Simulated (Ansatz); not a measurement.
The figure comes from a scan of MoS2 (3R-MoS2 type, space group R3m): one Mo atom of a 3-atom cell moves by s along Cartesian z, with its periodic images. Computed with r2SCAN+rVV10 (plane waves to 500 eV, PAW, scalar-relativistic; Ansatz, a quantum-chemistry and plane-wave program). k mesh 10×10×10 (Γ-centred), Fermi-Dirac smearing 0.05 eV. Energies are smeared free energies. As the smearing reaches across the gap at some points, energies and forces of such displacements shift with the k mesh and the smearing. MoS2 is run without spin polarisation. MoS2 was relaxed with its symmetry unable to fall. The PAW data are Ansatz's earlier set. This is one of several known forms of MoS2; the measured ambient cells at hand have space group No. 194. ΔE is measured from the undisplaced structure.

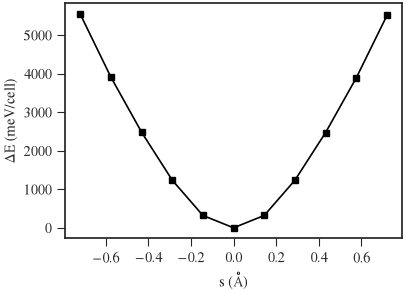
Figure: ΔE (meV/cell) against s (Å); computed points joined by lines.

Question: List the plotted points as numbers.

Answer: To the nearest 100:

```csv
s (Å),ΔE (meV/cell)
-0.720,5600
-0.576,3900
-0.432,2500
-0.288,1200
-0.144,300
0.000,0
0.144,300
0.288,1200
0.432,2500
0.576,3900
0.720,5500
```

(A displaced cell: forces are minus the slopes of the energy, force constants its curvatures, and phonons follow from these.)
